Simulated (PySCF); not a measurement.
# C5H11FSi (SMILES C/C(F)=C(\C)C[SiH3]): what the fields show

Input

```
{"job": {"kind": "uv", "xc": "CAM-B3LYP", "basis": "def2-SVPD", "nstates": 8, "ntriplets": 3}, "charge": 0, "multiplicity": 1}
C      2.485239     0.568119    -0.119657
C      1.029077     0.727164    -0.420693
F      0.683329     2.026749    -0.679946
C      0.079402    -0.200787    -0.469648
C      0.373288    -1.641746    -0.186453
C     -1.343227     0.134865    -0.781645
Si    -2.312310     0.563930     0.808080
H      2.981364     1.524194    -0.266732
H      2.638759     0.255280     0.912940
H      2.943112    -0.168445    -0.777525
H     -0.396391    -2.049900     0.466013
H      1.340973    -1.774785     0.287153
H      0.360172    -2.214783    -1.114135
H     -1.812832    -0.708959    -1.288182
H     -1.385737     0.990189    -1.456267
H     -2.246971    -0.575483     1.729699
H     -1.719099     1.736354     1.444807
H     -3.706907     0.814360     0.440552
```

Launched as:

```sh
OMP_NUM_THREADS=1 python probes_run.py task.json out
```

Geometry: GFN2-xTB.

Theory: CAM-B3LYP/def2-SVPD, SCF density, gas phase (PySCF 2.14.0).

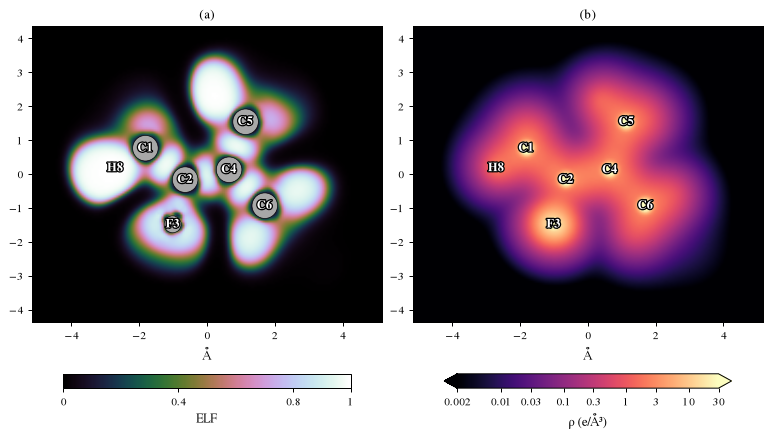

Figure 1. (a) electron localisation function; (b) electron density on the plane of atoms C2, C4 and C6. Grey discs cover the atomic cores in the ELF map.

Question: What do the fields say about this system?

Answer: The plane passes through C, F and H nuclei.
C–C (1.33 Å): ρ at the midpoint is about 2.3 e/Å³; the ELF peaks at about 0.95 between the atoms (a multiple bond).
C–F (1.37 Å): the density is about 2.1 e/Å³ at the midpoint, with its minimum of 1.6 e/Å³ about 0.5 Å from C; the ELF peaks at about 0.85 between the atoms, as expected for a shared but strongly polarised pair.
C–H (1.09 Å): the density is about 2 e/Å³ at the midpoint; the ELF climbs to about 1 towards the hydrogen, as it does in any bond to H (a covalent bond by its length).
C–C (1.49 Å): ρ at the midpoint is about 1.7 e/Å³; the ELF peaks at about 0.95 between the atoms: localised, covalent bonding.
The ELF also peaks beside F3, away from the bonds: lone-pair regions.

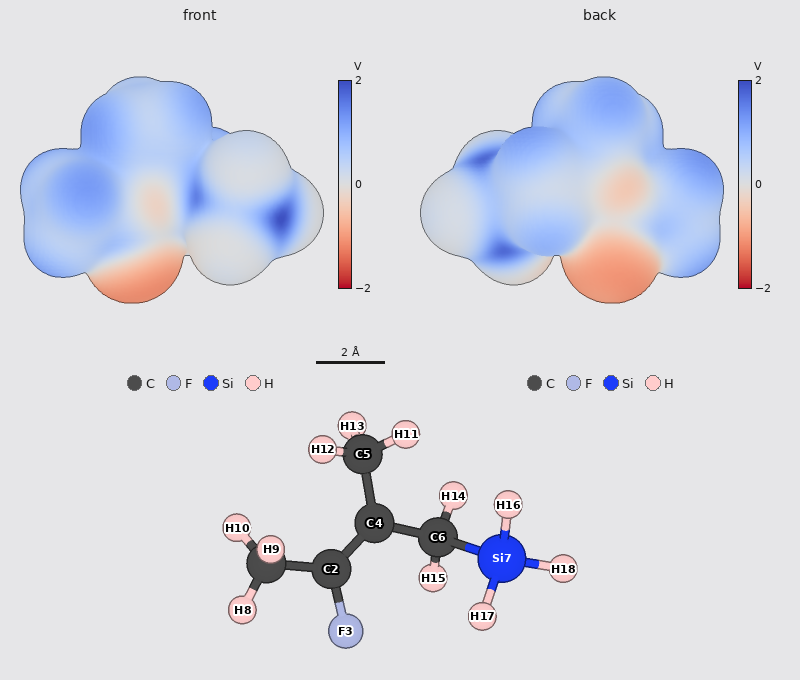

Figure 2. The electrostatic potential painted on the density surface at 0.004 e/bohr³, seen from the front and from behind; the colour scale runs from red (negative) to blue (positive). The bare structure is drawn below in the same view.

Question: Describe the electrostatic potential map.

Answer: The most negative region (about −1.1 V, or −25 kcal/mol for a unit charge) lies over F3, the most positive (about +1.7 V, or +39 kcal/mol for a unit charge) over Si7.

Question: What dipole moment does the calculation give?

Answer: Its dipole moment is 1.85 D.
